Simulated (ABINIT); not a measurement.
## Beyond one shot: TiNF (Pmmn)

Aim: iterate the self-energy on TiNF (Pmmn) and follow the gap from cycle to cycle.

Method: LDA and many-body steps on it, plane waves, in ABINIT 10.8.3.

## (1) The starting structure

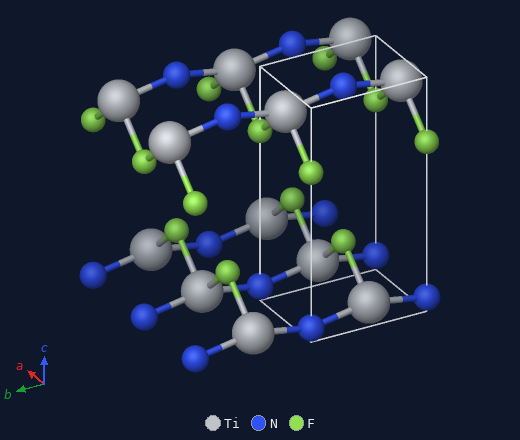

The cell as given, from a free direction (titanium light grey, nitrogen blue, fluorine green). 2×2×1 cells are drawn. Some periodic images of atoms are drawn too.

The cell and positions are those that the Materials Project relaxed with its own functionals (PBE, PBE+U or r2SCAN), kept fixed.

## (2) Empty states on the mesh, 4×2×1 mesh, 95 bands

This step: ABINIT 10.8.3; DFT, LDA, plane waves, norm-conserving pseudopotentials.

The sums over transitions need many empty states on a uniform mesh; this step solves for them.

run.abi

```
acell 3*1.0 Angstrom
rprim 
  3.062004000000 0.000000000000 0.000000000000
  0.000000000000 3.964387000000 0.000000000000
  0.000000000000 0.000000000000 7.870826000000
ntypat 3
znucl 22 7 9
natom 6
typat 1 1 2 2 3 3
xred 
  0.500000000000 0.000000000000 0.895914000000
  0.000000000000 0.500000000000 0.104086000000
  0.500000000000 0.500000000000 0.939316000000
  0.000000000000 0.000000000000 0.060684000000
  0.000000000000 0.000000000000 0.724624000000
  0.500000000000 0.500000000000 0.275376000000
pp_dirpath "pseudos"
pseudos "Ti.upf, N.upf, F.upf"
ecut 38
ngkpt 4 2 1
nshiftk 1
shiftk 0 0 0
kptopt 1
chksymbreak 0
iscf -2
irdden 1
istwfk *1
nband 95
nbdbuf 8
tolwfr 1e-09
nstep 60
prtvol 0
indata_prefix "in"
outdata_prefix "out"
tmpdata_prefix "tmp"
```

Command:

```console
$ OMP_NUM_THREADS=1 mpirun -n 4 abinit run.abi > log
```

Numbers of over 12 decimals in the logs are rounded to 6 here.

Log:

```text
.Version 10.8.3 of ABINIT. v10.8.2 released Aug 2026.

 Symmetries : space group Pm m n (# 59); Bravais oP (primitive ortho.)
[... echo of the input left out ...]
== DATASET  1 ==================================================================
-   mpi_nproc: 4, omp_nthreads: 1 (-1 if OMP is not activated)

--- !DatasetInfo
iteration_state: {dtset: 1, }
dimensions: {natom: 6, nkpt: 6, mband: 95, nsppol: 1, nspinor: 1, nspden: 1, mpw: 7264, }
cutoff_energies: {ecut:  38.0, pawecutdg:  -1.0, }
[...]
1.26111    1.27650    1.30124    1.30799    1.30975    1.31973    1.32887    1.34797
   1.37012    1.37310    1.38742    1.38906    1.40058    1.47756    1.48326    1.51377
   1.52754    1.55478    1.55552    1.58234    1.59620    1.61795    1.62273
 prteigrs : prtvol=0 or 1, do not print more k-points.

== END DATASET(S) ==============================================================
================================================================================

 -outvars: echo values of variables after computation  --------
            nband          95
             nkpt           6
          spgroup          59
 [... the other variables as echoed above ...]

 Calculation completed.
```

Elapsed: 36 s, on 4 MPI ranks of Arm Neoverse V2, shared host; peak memory 0.37 GiB.

Numbers from this step:

- gap: 0.6504 eV
- k of the valence top: 0, 0, 0
- k of the conduction bottom: 0, 0, 0
- least direct gap: 0.6504 eV
- k points computed: 6
- lowest point of the top converged band, above the valence top: 37.41 eV

On this mesh the gap is 0.650 eV.

The density comes from a self-consistent run that is not shown.

## (3) Screening, 4×2×1 mesh, 87 bands, screening to 106.1 eV

The RPA dielectric matrix is built and inverted for each q.

This step: RPA screening on LDA, plane waves, norm-conserving pseudopotentials.

run.abi: that of step 2 with these lines changed.

```diff
@@ -24,10 +24,11 @@
 chksymbreak 0
-iscf -2
-irdden 1
 istwfk *1
-nband 95
-nbdbuf 8
-tolwfr 1e-09
-nstep 60
-prtvol 0
+occopt 1
+irdwfk 1
+optdriver 3
+nband 87
+ecuteps 3.9
+inclvkb 2
+awtr 1
+symchi 1
 indata_prefix "in"
```

Log:

```text
.Version 10.8.3 of ABINIT. v10.8.2 released Aug 2026.

 Symmetries : space group Pm m n (# 59); Bravais oP (primitive ortho.)
[... echo of the input left out ...]
== DATASET  1 ==================================================================
-   mpi_nproc: 4, omp_nthreads: 1 (-1 if OMP is not activated)

--- !DatasetInfo
iteration_state: {dtset: 1, }
dimensions: {natom: 6, nkpt: 6, mband: 87, nsppol: 1, nspinor: 1, nspden: 1, mpw: 7264, }
cutoff_energies: {ecut:  38.0, pawecutdg:  -1.0, }
electrons: {nelect:   4.80000000E+01, charge:   0.00000000E+00, occopt:   1.00000000E+00, tsmear:   1.00000000E-02, }

 SCREENING: Calculation of the susceptibility and dielectric matrices

 Based on a program developped by R.W. Godby, V. Olevano, G. Onida, and L. Reining.
 Incorporated in ABINIT by V. Olevano, G.-M. Rignanese, and M. Torrent.
.Using double precision arithmetic ; gwpc =  8

[... cell and pseudopotentials left out ...]
--------------------------------------------------------------------------------

 ==== K-mesh for the wavefunctions ====
 Number of points in the irreducible wedge :     6
[... list of points left out ...]
 Together with  8 symmetry operations and time-reversal symmetry
 yields     8 points in the full Brillouin Zone.

 ==== Q-mesh for the screening function ====
 Number of points in the irreducible wedge :     6
[... list of points left out ...]
 Together with  8 symmetry operations and time-reversal symmetry
 yields     8 points in the full Brillouin Zone.

 setmesh: FFT mesh size selected  =    24x   30x   60
          total number of points  =        43200

 vcoul_init : cutoff-mode = AUXILIARY_FUNCTION
 q-points for optical limit:   1
     1)      0.000010    0.000020    0.000030

- screening: taking advantage of time-reversal symmetry
- Maximum band index for partially occupied states nbvw = 24
- Remaining bands to be divided among processors   nbcw = 63
- Number of bands treated by each node ~15

 Number of electrons calculated from density =   48.0000; Expected =   48.0000
 average of density, n =  0.074446
 r_s =    1.4747
 omega_plasma =   26.3195 [eV]

 calculating chi0 at frequencies [eV] :
  1    0.000000E+00    0.000000E+00
  2    0.000000E+00    2.631945E+01

--------------------------------------------------------------------------------
  q-point number  1        q = ( 0.000000, 0.000000, 0.000000) [r.l.u.]
--------------------------------------------------------------------------------
[... chi0 elements left out ...]
 For q-point:  0.000010 0.000020 0.000030
  dielectric constant =  12.1635
  dielectric constant without local fields =  13.2429

  Average fulfillment of the sum rule on Im[epsilon] for q-point    1 :     46.33  [%]
[... wings left out ...]
  q-point number  2        q = ( 0.250000, 0.000000, 0.000000) [r.l.u.]
--------------------------------------------------------------------------------
[... chi0 elements left out ...]
  Average fulfillment of the sum rule on Im[epsilon] for q-point    2 :     52.32  [%]

 [... 4 further q-points ...]
```

Run time: 21 s. Hardware: 4 MPI ranks; peak memory 1.2 GiB.

This step gave:

| Item | Value |
| --- | --- |
| ε∞ with local fields, on this mesh, along the program's q direction | 12.16 |
| the same without local fields | 13.24 |
| plasma frequency | 26.32 eV |
| plane waves in the screening matrix | 247 |

Local fields lower ε∞ by 8 %. On a Γ-centred mesh this coarse the value itself is usually too large, while a short band sum pulls it down.

## (4) G0W0

The self-energy is evaluated for the states that the input lists, and the levels follow from it, in one-shot runs by the linearised quasiparticle equation.

This step: G0W0 on LDA, plane waves, norm-conserving pseudopotentials.

run.abi: that of step 3 with these lines changed.

```diff
@@ -27,8 +27,15 @@
 irdwfk 1
-optdriver 3
+optdriver 4
 nband 87
+gwcalctyp 0
+ecutsigx 38
+symsigma 1
+nkptgw 1
+kptgw 
+  0.0000000000 0.0000000000 0.0000000000
+bdgw 
+  23 26
 ecuteps 3.9
-inclvkb 2
-awtr 1
-symchi 1
+irdscr 1
+ppmodel 1
 indata_prefix "in"
```

Log:

```text
.Version 10.8.3 of ABINIT. v10.8.2 released Aug 2026.

 Symmetries : space group Pm m n (# 59); Bravais oP (primitive ortho.)
[... echo of the input left out ...]
== DATASET  1 ==================================================================
-   mpi_nproc: 4, omp_nthreads: 1 (-1 if OMP is not activated)

--- !DatasetInfo
iteration_state: {dtset: 1, }
dimensions: {natom: 6, nkpt: 6, mband: 87, nsppol: 1, nspinor: 1, nspden: 1, mpw: 7264, }
cutoff_energies: {ecut:  38.0, pawecutdg:  -1.0, }
electrons: {nelect:   4.80000000E+01, charge:   0.00000000E+00, occopt:   1.00000000E+00, tsmear:   1.00000000E-02, }

 SIGMA: Calculation of the GW corrections

 Based on a program developped by R.W. Godby, V. Olevano, G. Onida, and L. Reining.
 Incorporated in ABINIT by V. Olevano, G.-M. Rignanese, and M. Torrent.
.Using double precision arithmetic ; gwpc =  8

[... cell and pseudopotentials left out ...]
--------------------------------------------------------------------------------

 ==== K-mesh for the wavefunctions ====
 Number of points in the irreducible wedge :     6
[... list of points left out ...]
 Together with  8 symmetry operations and time-reversal symmetry
 yields     8 points in the full Brillouin Zone.

 ==== Q-mesh for screening function ====
 Number of points in the irreducible wedge :     6
[... list of points left out ...]
 Together with  8 symmetry operations and time-reversal symmetry
 yields     8 points in the full Brillouin Zone.

 vcoul_init : cutoff-mode = AUXILIARY_FUNCTION
 q-points for optical limit:   1
     1)      0.000010    0.000020    0.000030
 setmesh: FFT mesh size selected  =    40x   48x   90
          total number of points  =       172800

 Number of electrons calculated from density =   48.0000; Expected =   48.0000
 average of density, n =  0.074446
 r_s =    1.4747
 omega_plasma =   26.3195 [eV]

 === KS Band Gaps ===
  >>>> For spin  1
   Minimum direct gap =   0.6503 [eV], located at k-point      :   0.0000  0.0000  0.0000
   Fundamental gap    =   0.6503 [eV], Top of valence bands at :   0.0000  0.0000  0.0000
                                       Bottom of conduction at :   0.0000  0.0000  0.0000
 SIGMA fundamental parameters:
 PLASMON POLE MODEL  1
 number of plane-waves for SigmaX                 7201
 number of plane-waves for SigmaC and W            247
 number of plane-waves for wavefunctions          7201
 number of bands                                    87
 number of independent spin polarizations            1
 number of spinorial components                      1
 number of k-points in IBZ                           6
 number of q-points in IBZ                           6
 number of symmetry operations                       8
 number of k-points in BZ                            8
 number of q-points in BZ                            8
 number of frequencies for dSigma/dE                 9
 frequency step for dSigma/dE [eV]                0.25
 number of omega for Sigma on real axis              0
 max omega for Sigma on real axis  [eV]           0.00
 zcut for avoiding poles [eV]                     0.10

 EPSILON^-1 parameters (SCR file):
 dimension of the eps^-1 matrix on file            247
 dimension of the eps^-1 matrix used               247
 number of plane-waves for wavefunctions          7201
 number of bands                                    87
 number of q-points in IBZ                           6
 number of frequencies                               2
 number of real frequencies                          1
 number of imag frequencies                          1

 matrix elements of self-energy operator (all in [eV])

 Perturbative Calculation

--- !SelfEnergy_ee
iteration_state: {dtset: 1, }
kpoint     : [   0.000,    0.000,    0.000, ]
spin       : 1
KS_gap     :    0.650
QP_gap     :    1.687
Delta_QP_KS:    1.037
data: !SigmaeeData |
     Band     E0 <VxcDFT>   SigX SigC(E0)      Z dSigC/dE  Sig(E)    E-E0       E
       23   0.845 -18.918 -21.915   3.734   0.746  -0.340 -18.368   0.550   1.395
       24   2.090 -18.198 -20.429   3.133   0.747  -0.339 -17.524   0.674   2.764
       25   2.741 -19.714 -12.313  -5.110   0.747  -0.340 -18.004   1.710   4.451
       26   3.491 -20.364 -12.138  -5.827   0.738  -0.354 -18.593   1.771   5.262

== END DATASET(S) ==============================================================
================================================================================

 -outvars: echo values of variables after computation  --------
           etotal      0.0000000000E+00
            nband          87
             nkpt           6
          spgroup          59
 [... the other variables as echoed above ...]

 Calculation completed.
```

Run time: 4.8 s. Hardware: 4 MPI ranks; peak memory 0.8 GiB; 19 s of CPU time.

Numbers from this step:

```yaml
g0w0_gap_on_the_points_computed: 1.687 eV
starting_gap_on_the_mesh: 0.6504 eV
k_of_the_valence_top: 0, 0, 0
k_of_the_conduction_bottom: 0, 0, 0
z_at_the_valence_top: 0.747
z_at_the_conduction_bottom: 0.747
least_direct_g0w0_gap_on_the_computed_points: 1.687 eV
```

The gap on the mesh goes from 0.65 eV to 1.69 eV, a correction of +1.04 eV.

## (5) evGW0, cycle 1

This step: evGW0 on LDA, plane waves, norm-conserving pseudopotentials.

run.abi: that of step 4 with these lines changed.

```diff
@@ -29,10 +29,20 @@
 nband 87
-gwcalctyp 0
+gwcalctyp 10
 ecutsigx 38
 symsigma 1
-nkptgw 1
+nkptgw 6
 kptgw 
   0.0000000000 0.0000000000 0.0000000000
+  0.2500000000 0.0000000000 0.0000000000
+  0.5000000000 0.0000000000 0.0000000000
+  0.0000000000 0.5000000000 0.0000000000
+  0.2500000000 0.5000000000 0.0000000000
+  0.5000000000 0.5000000000 0.0000000000
 bdgw 
-  23 26
+  13 30
+  13 30
+  13 30
+  13 30
+  13 30
+  13 30
 ecuteps 3.9
```

Log:

```text
.Version 10.8.3 of ABINIT. v10.8.2 released Aug 2026.

 Symmetries : space group Pm m n (# 59); Bravais oP (primitive ortho.)
[... echo of the input left out ...]
== DATASET  1 ==================================================================
-   mpi_nproc: 4, omp_nthreads: 1 (-1 if OMP is not activated)

--- !DatasetInfo
iteration_state: {dtset: 1, }
dimensions: {natom: 6, nkpt: 6, mband: 87, nsppol: 1, nspinor: 1, nspden: 1, mpw: 7264, }
cutoff_energies: {ecut:  38.0, pawecutdg:  -1.0, }
electrons: {nelect:   4.80000000E+01, charge:   0.00000000E+00, occopt:   1.00000000E+00, tsmear:   1.00000000E-02, }

 SIGMA: Calculation of the GW corrections

 Based on a program developped by R.W. Godby, V. Olevano, G. Onida, and L. Reining.
 Incorporated in ABINIT by V. Olevano, G.-M. Rignanese, and M. Torrent.
.Using double precision arithmetic ; gwpc =  8

[... cell and pseudopotentials left out ...]
--------------------------------------------------------------------------------

 ==== K-mesh for the wavefunctions ====
 Number of points in the irreducible wedge :     6
[... list of points left out ...]
 Together with  8 symmetry operations and time-reversal symmetry
 yields     8 points in the full Brillouin Zone.

 ==== Q-mesh for screening function ====
 Number of points in the irreducible wedge :     6
[... list of points left out ...]
 Together with  8 symmetry operations and time-reversal symmetry
 yields     8 points in the full Brillouin Zone.

 vcoul_init : cutoff-mode = AUXILIARY_FUNCTION
 q-points for optical limit:   1
     1)      0.000010    0.000020    0.000030
 setmesh: FFT mesh size selected  =    40x   48x   90
          total number of points  =       172800

 Number of electrons calculated from density =   48.0000; Expected =   48.0000
[...]
KS_gap     :    3.699
QP_gap     :    5.024
Delta_QP_KS:    1.325
data: !SigmaeeData |
     Band     E_DFT   <VxcDFT>   E(N-1)  <Hhartree>   SigX  SigC[E(N-1)]    Z     dSigC/dE  Sig[E(N)]  DeltaE  E(N)_pert E(N)_diago
[...]
--- !SelfEnergy_ee
iteration_state: {dtset: 1, }
kpoint     : [   0.500,    0.500,    0.000, ]
spin       : 1
KS_gap     :    4.581
QP_gap     :    5.929
Delta_QP_KS:    1.349
data: !SigmaeeData |
     Band     E_DFT   <VxcDFT>   E(N-1)  <Hhartree>   SigX  SigC[E(N-1)]    Z     dSigC/dE  Sig[E(N)]  DeltaE  E(N)_pert E(N)_diago
[...]
29     4.875   -20.905     4.875    25.779   -12.730    -5.774     0.724    -0.381   -19.167     1.738     6.612     7.275
       30     4.875   -20.905     4.875    25.779   -12.730    -5.774     0.724    -0.381   -19.167     1.738     6.612     7.275

 New Fermi energy :        1.474513E-01 Ha ,    4.012354E+00 eV

 === QP Band Gaps ===
  >>>> For spin  1
   Minimum direct gap =   2.0392 [eV], located at k-point      :   0.0000  0.0000  0.0000
   Fundamental gap    =   2.0392 [eV], Top of valence bands at :   0.0000  0.0000  0.0000
                                       Bottom of conduction at :   0.0000  0.0000  0.0000

 writing QP data on file : out_QPS

 Convergence of QP corrections
 >>>>> For spin  1 <<<<<
.  kptgw no:  1; Maximum DeltaE = (   0.055   0.000) for band index: 17
.  kptgw no:  2; Maximum DeltaE = (  -0.469   0.002) for band index: 15
.  kptgw no:  3; Maximum DeltaE = (  -0.472   0.001) for band index: 17
.  kptgw no:  4; Maximum DeltaE = (  -0.437   0.003) for band index: 16
.  kptgw no:  5; Maximum DeltaE = (  -0.354   0.004) for band index: 15
.  kptgw no:  6; Maximum DeltaE = (  -0.420   0.001) for band index: 15

== END DATASET(S) ==============================================================
================================================================================

 -outvars: echo values of variables after computation  --------
           etotal      0.0000000000E+00
            nband          87
             nkpt           6
          spgroup          59
 [... the other variables as echoed above ...]

 Calculation completed.
```

Run time: 56 s. Hardware: 4 MPI ranks; peak memory 2 GiB; 3.8 min of CPU time.

Numbers from this step:

```yaml
quasiparticle_gap_on_the_mesh: 2.039 eV
gap_of_the_density_functional_on_the_mesh: 0.6504 eV
k_of_the_valence_top: 0, 0, 0
k_of_the_conduction_bottom: 0, 0, 0
z_at_the_valence_top: 0.747
z_at_the_conduction_bottom: 0.747
least_direct_quasiparticle_gap_on_the_computed_points: 2.039 eV
```

Against G0W0 in ABINIT (4×2×1 mesh, 87 bands, screening to 106.1 eV, Godby-Needs plasmon pole), the gap moves by +0.352 eV. This first cycle still uses the starting levels; it takes the full correction, at all points of the mesh, and its linearised value is 1.687 eV.

## (6) evGW0, cycle 2

The corrected levels of the last cycle go back in.

run.abi: that of step 5 with these lines changed.

```diff
@@ -50,2 +50,3 @@
 ppmodel 1
+irdqps 1
 indata_prefix "in"
```

Log:

```text
.Version 10.8.3 of ABINIT. v10.8.2 released Aug 2026.

 Symmetries : space group Pm m n (# 59); Bravais oP (primitive ortho.)
[... echo of the input left out ...]
== DATASET  1 ==================================================================
-   mpi_nproc: 4, omp_nthreads: 1 (-1 if OMP is not activated)

--- !DatasetInfo
iteration_state: {dtset: 1, }
dimensions: {natom: 6, nkpt: 6, mband: 87, nsppol: 1, nspinor: 1, nspden: 1, mpw: 7264, }
cutoff_energies: {ecut:  38.0, pawecutdg:  -1.0, }
[...]
.  kptgw no:  4; Maximum DeltaE = (   0.044   0.004) for band index: 15
.  kptgw no:  5; Maximum DeltaE = (   0.081   0.003) for band index: 15
.  kptgw no:  6; Maximum DeltaE = (   0.016   0.009) for band index: 14

== END DATASET(S) ==============================================================
================================================================================

 -outvars: echo values of variables after computation  --------
           etotal      0.0000000000E+00
            nband          87
             nkpt           6
          spgroup          59
 [... the other variables as echoed above ...]

 Calculation completed.
```

The job ended after 56 s (4 MPI ranks; peak memory 2 GiB; 3.7 min of CPU time).

Numbers from this step:

- quasiparticle gap on the mesh: 1.977 eV
- gap of the density functional on the mesh: 0.6504 eV
- k of the valence top: 0, 0, 0
- k of the conduction bottom: 0, 0, 0
- least direct quasiparticle gap on the computed points: 1.977 eV

Against the cycle before, the gap moves by −0.062 eV.

## (7) evGW0, cycle 3

run.abi is that of step 6.

Log:

```text
.Version 10.8.3 of ABINIT. v10.8.2 released Aug 2026.

 Symmetries : space group Pm m n (# 59); Bravais oP (primitive ortho.)
[... echo of the input left out ...]
== DATASET  1 ==================================================================
-   mpi_nproc: 4, omp_nthreads: 1 (-1 if OMP is not activated)

--- !DatasetInfo
iteration_state: {dtset: 1, }
dimensions: {natom: 6, nkpt: 6, mband: 87, nsppol: 1, nspinor: 1, nspden: 1, mpw: 7264, }
cutoff_energies: {ecut:  38.0, pawecutdg:  -1.0, }
[...]
.  kptgw no:  4; Maximum DeltaE = (   0.004   0.000) for band index:  6
.  kptgw no:  5; Maximum DeltaE = (   0.004  -0.000) for band index:  8
.  kptgw no:  6; Maximum DeltaE = (  -0.002   0.000) for band index:  3

== END DATASET(S) ==============================================================
================================================================================

 -outvars: echo values of variables after computation  --------
           etotal      0.0000000000E+00
            nband          87
             nkpt           6
          spgroup          59
 [... the other variables as echoed above ...]

 Calculation completed.
```

Wall time 56 s (4 MPI ranks); peak memory 2 GiB.

Numbers from this step:

```yaml
quasiparticle_gap_on_the_mesh: 1.971 eV
gap_of_the_density_functional_on_the_mesh: 0.6504 eV
k_of_the_valence_top: 0, 0, 0
k_of_the_conduction_bottom: 0, 0, 0
least_direct_quasiparticle_gap_on_the_computed_points: 1.971 eV
```

Against the cycle before, the gap moves by −0.006 eV.

(Continued in part 2 of 3.)

[Paths, hosts, dates, memory and timing lines, banners, echoed tables and standing remarks are left out of the program output.]

[Logs are printed without paths, hosts, clocks, repeated set-up lines and the standing remarks that a program may print on its own settings, such as how far it seeks lower states.]

[Runs of the session that timed out or met a known fault of the program may be left out.]

[Hosts, paths, dates, database ids (printed as entryN), source tags and the programs' standing remarks are cut or masked in the printed files.]

[G0W0 gaps are taken among the corrected bands and points alone; a level outside them can change the order at an edge.]

[Where Ansatz stands beside ABINIT at settings called matched, ABINIT's density can come from a denser mesh and the files from another edition; pairs whose starting gaps differed by over 0.03 eV were left out, so agreement reads better than it is.]
